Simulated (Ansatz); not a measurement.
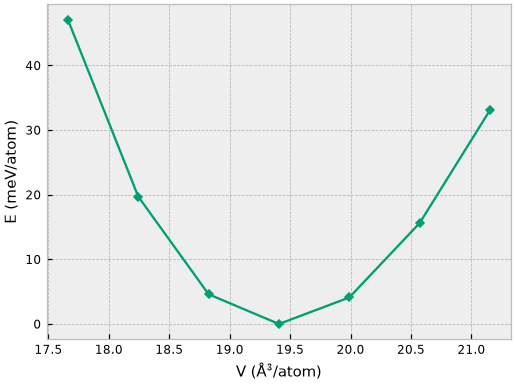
Fig. 1. ZnCu2SnS4 in space group I-4 (No. 82; Pearson symbol tI16) under volume change, PBEsol in the plane-wave PAW code Ansatz, shape and atoms relaxed at each volume.

Q: What does a third-order Birch–Murnaghan fit give for V₀, B₀ and B′?

A: V₀ = 19.41 Å³/atom, B₀ = 79.9 GPa, B′ = 4.8.

Symmetry was held in the PBEsol relaxation. No spin polarisation was allowed. Spin–orbit coupling is left out wherever it is not named.

Potentials: the later of the program's two PAW sets.
